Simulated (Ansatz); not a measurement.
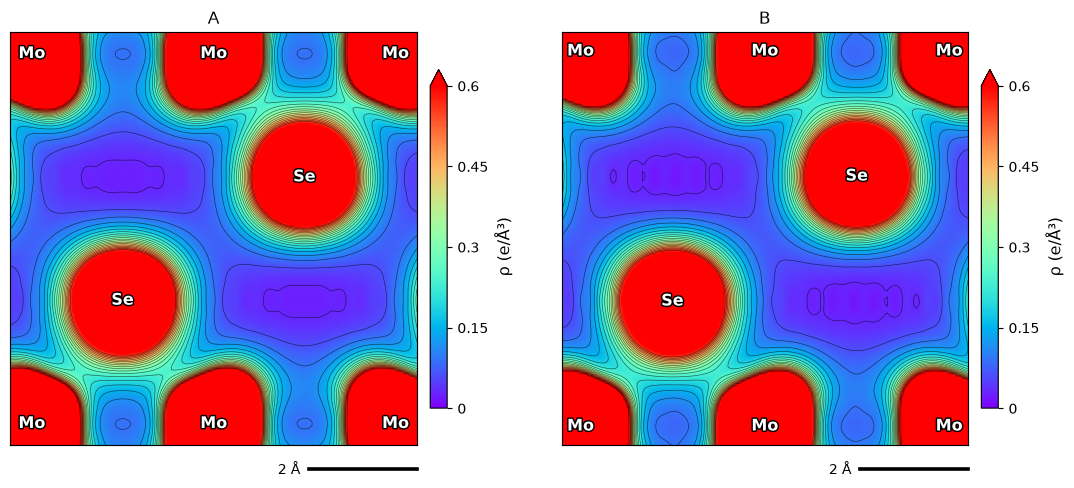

MoSe. The valence electron density of two cells that differ in size, on the (110) plane of each (indices in the axes of the calculation cell), at one length scale and on one colour scale: B has 23.7 Å³ an atom and A 22.7.

Space group P6₃/mmc; started from the nickel arsenide prototype, which need not be the ambient phase; computed without spin polarisation.

All numbers below come from DFT r2SCAN+U, scalar-relativistic, plane waves, PAW (Ansatz).

The density is the valence pseudo-density of a PAW calculation; it isn't the true density close to the nuclei.

The larger cell:

```
Mo Se
1.0
     4.00507    0.00000    0.00000
    -2.00254    3.46850    0.00000
     0.00000    0.00000    6.81914
Mo Se
2 2
Direct
  0.00000 0.00000 0.00000
  0.00000 0.00000 0.50000
  0.33333 0.66667 0.25000
  0.66667 0.33333 0.75000
```

The smaller cell: a = 3.951 Å, b = 3.951 Å, c = 6.727 Å, α = 90.00°, β = 90.00°, γ = 120.00°.

Q: What changes from the larger cell to the smaller?

A: From the larger cell to the smaller, Mo–Se goes from 2.87 to 2.83 Å, and the density at its midpoint from 0.25 to 0.26 e/Å³; the pressure goes from −10 to −8 GPa.
